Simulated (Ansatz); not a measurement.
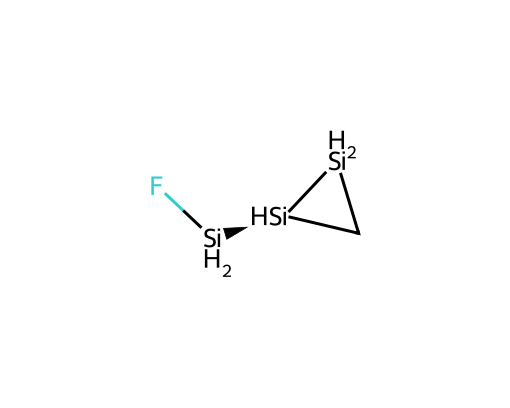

Source: calculation with Ansatz.

Skeletal drawing of a molecule.

**Give its SMILES.**

F[SiH2][Si@@H]1C[SiH2]1

**Give the formula, hydrogens included.**

CH7FSi3.

**An optimisation with PBE-D4/def2-SVP gave a structure of which point group?**

C1.
